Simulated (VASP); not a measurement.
```
CELL_PARAMETERS angstrom
      0.00000     3.27363     3.27363
      3.27363     0.00000     3.27363
      3.27363     3.27363     0.00000
ATOMIC_POSITIONS crystal
  K  0.00000 0.00000 0.00000
  Br 0.50000 0.50000 0.50000
```

All values below come from r2SCAN+rVV10, VASP's PBE PAW potentials (set 64) (plane waves; VASP). Numerical set-up: 520 eV cut-off, 8×8×8 Γ-centred mesh, tetrahedra with Blöchl corrections, potentials K_sv Br.

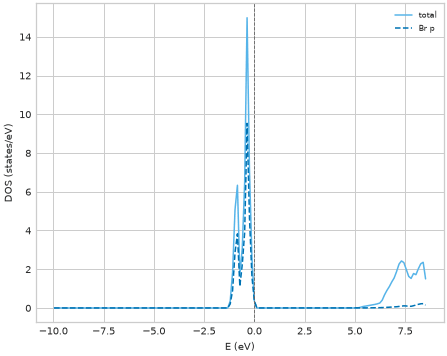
Total and projected density of states, zero at the valence-band maximum

Within 2 eV below the valence-band maximum the largest weight inside VASP's projection spheres is Br p.

The gap is direct, 5.05 eV, from the valence maximum at Γ to the conduction minimum at Γ.

The compound is KBr in the rock salt structure. It was relaxed first.
